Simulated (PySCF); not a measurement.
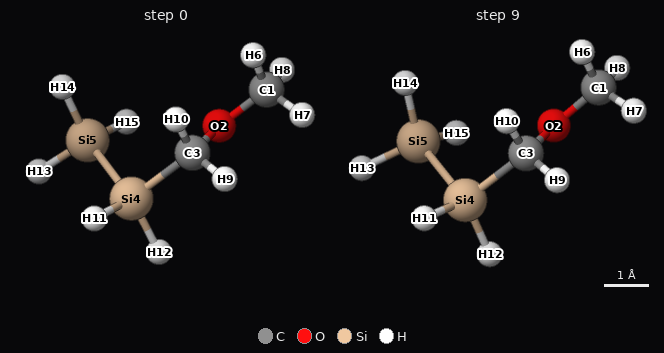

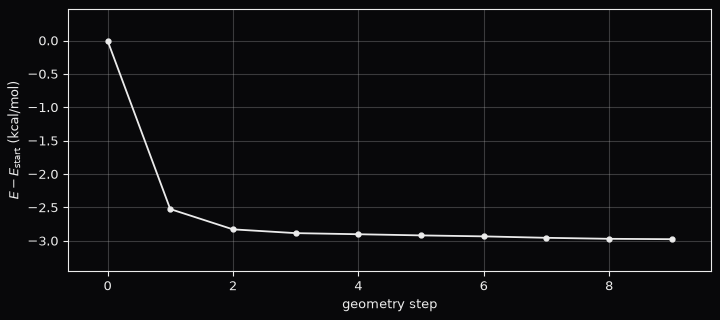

First and last geometry of a relaxation of C2H10OSi2, with the history of the run. The picture is a ball-and-stick view, seen from a free direction.

The start comes from GFN2-xTB.

All numbers below come from PBE0-D3(BJ)/def2-SVP geometry optimisation, gas phase (PySCF). 

Question: What do the curves and the structures tell?

Answer: It converged. Over 9 geometry steps the energy falls by 2.98 kcal/mol. The largest moves after the best rigid fit, 0.29 Å, are those of H13 and H15. By element the largest moves are H 0.29 Å, C 0.06 Å, O 0.06 Å, Si 0.05 Å. Near-neighbour distances that change, for instance: Si4–Si5 2.309 → 2.341 Å, Si5–H15 1.463 → 1.493 Å, Si4–H11 1.473 → 1.498 Å, O2–C3 1.416 → 1.403 Å. Bond angles that change, for instance: Si5–Si4–H11 116.8° → 111.6°, C3–Si4–H12 106.7° → 110.8°, Si4–C3–H10 112.9° → 109.1°. Cost: 120 s on 1 thread of Intel(R) Xeon(R) Platinum 8488C, on a shared host.
